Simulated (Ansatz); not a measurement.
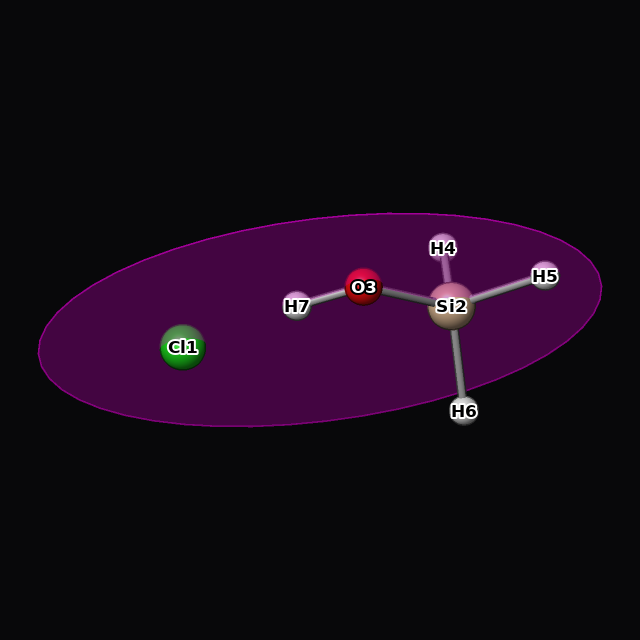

A disc through the centre of mass is drawn in. Distant atoms are faded towards the background colour. The species has charge −1 and is a spin singlet. The computed structure is the end point of a PBE-D4/def2-SVPD optimisation. No frequency run is at hand to confirm it as a minimum.

**Is the plane of the disc a mirror plane of the structure?**

Yes. The reflection leaves Cl1, Si2, O3, H5, H7 in place and moves H4 ↔ H6. The point group is Cs.
